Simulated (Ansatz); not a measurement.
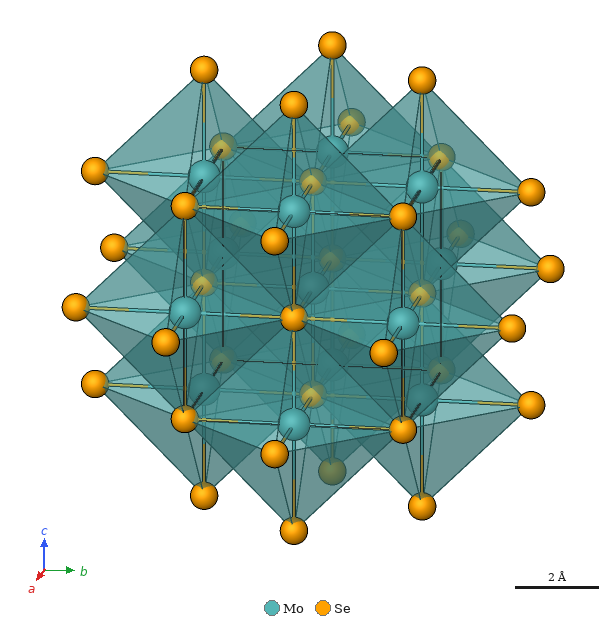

Crystal structure, polyhedral style, seen slightly off an axis. The box is the drawn cell (a repeat of the simulation cell); atoms on or close to its faces, edges and corners are drawn wherever they repeat. Some neighbours outside the box are added.

MoSe, a = 5.337 Å, b = 5.365 Å, c = 5.365 Å, α = 90.00°, β = 90.00°, γ = 90.00°. Strictly the space group is I4/mmm (No. 139, within 0.01 Å). It is a distorted form of a face-centred cubic structure, space group Fm-3m (No. 225) within 0.25 Å: rock salt (NaCl type). The structure was taken from a structure type filled with these elements by a generator (whether the compound takes this form wasn't checked). Earlier steps of the study, as a rule a relaxation of our own, may have changed the cell and positions, so they can lie some per cent off the listed ones. It was run through Ansatz as a DFT input.

This one geometry was computed with Ansatz (DFT, plane waves, PAW) at four levels of theory: LDA, r2SCAN, PBE with spin-orbit coupling and PBEsol.

### Which level gives the highest pressure at this volume, and what does that say about its equilibrium volume?

Highest: r2SCAN (3.2 GPa), which points to the largest equilibrium volume. Lowest, with the smallest volume: LDA (-11.5 GPa). Levels within 0.5 GPa of each other can't be told apart.

### How does the band gap change with the level of theory?

All levels give a metal.

### Collect the results in a table.

| level | cutoff (eV) | k-mesh of the run's cell | gap (eV) | pressure (GPa) | absolute moment (μB/atom) |
| --- | --- | --- | --- | --- | --- |
| LDA | 420 | 12×12×6 | metal | -11.5 | 1.02 |
| r2SCAN | 500 | 12×12×6 | metal | 3.2 | 1.57 |
| PBE with spin-orbit coupling | 420 | 12×12×6 | metal | -0.1 | 1.32 |
| PBEsol | 420 | 12×12×6 | metal | -6.1 | 1.26 |

Gaps are taken on the k-mesh or band path of each run.
